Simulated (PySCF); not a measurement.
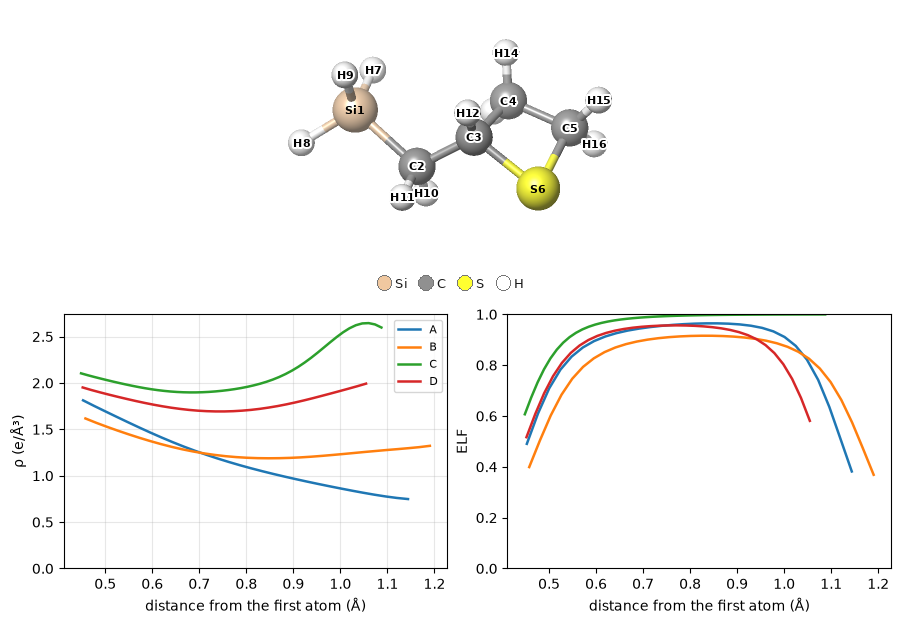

Figure. C4H10SSi. Total electron density and electron localisation function along straight lines between neighbouring atoms. The curves leave out the atomic cores. The structure is drawn too.

Geometry: GFN2-xTB.

Level of theory: PBE0/def2-SVPD, SCF density, gas phase (PySCF).

The calculation's input:

```
{"job": {"kind": "uv", "xc": "PBE0", "basis": "def2-SVPD", "nstates": 6, "ntriplets": 2}, "charge": 0, "multiplicity": 1}
Si     2.297746    -0.546578    -0.468816
C      0.667686     0.112835    -1.204965
C     -0.245066     0.698081    -0.159069
C     -0.888963    -0.278241     0.829408
C     -2.313542     0.259320     0.707716
S     -1.906351     1.252305    -0.775965
H      2.019100    -1.635940     0.469185
H      3.128657    -1.037312    -1.566704
H      2.972454     0.543364     0.237775
H      0.139374    -0.682595    -1.734628
H      0.892176     0.882976    -1.946042
H      0.225743     1.547974     0.338895
H     -0.818857    -1.302744     0.463868
H     -0.473291    -0.239419     1.836413
H     -2.615932     0.913335     1.523503
H     -3.088534    -0.478417     0.515159
```

Run with:

```sh
OMP_NUM_THREADS=1 python probes_run.py task.json out
```

Q: Which curve belongs to which contact (C–C, C–H, C–S and C–Si)? The first atom named is at distance zero.

A: Curve A: C–Si (1.91 Å): the density is about 0.91 e/Å³ at the midpoint; the ELF peaks at about 0.95 between the atoms; a shared electron pair. Curve B: C–S (1.83 Å): ρ at the midpoint is about 1.2 e/Å³; the ELF peaks at about 0.90 between the atoms; localised, covalent bonding. Curve C: C–H (1.09 Å): ρ is about 2 e/Å³ halfway; the ELF climbs to about 1 towards the hydrogen, as it does in any bond to H; a covalent bond by its length. Curve D: C–C (1.51 Å): ρ at the midpoint is about 1.7 e/Å³; the ELF peaks at about 0.95 between the atoms (a covalent bond).
